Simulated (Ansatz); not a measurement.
The starting structures come from a database of crystals and need not be the phases stable at ambient conditions.

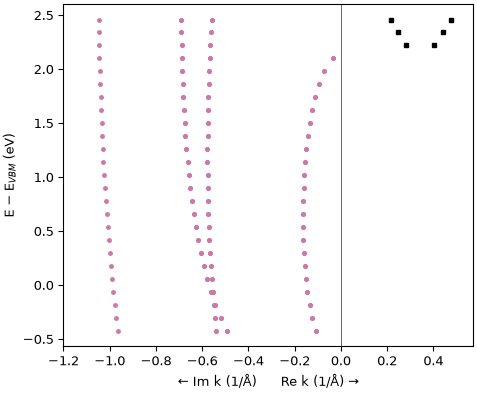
Figure. Complex bands at the centre of the two-dimensional zone; r2SCAN (Ansatz, a program for electronic structure)

The gap is the functional's own, uncorrected, and κ follows it; spin-orbit coupling is left out. Mid-gap values are interpolated between the computed energies.

Task: This is HgBr (I4/mmm, not sure to be the ambient phase, 4 atoms a cell, 30.5 Å³ an atom) along the normal of (001). Read off the slowest decay at the centre of the two-dimensional zone at 1.14 eV, the computed energy nearest the middle of the gap.

Result: κ ≈ 0.15 1/Å, a decay length 1/(2κ) of the density of 3.2 Å.
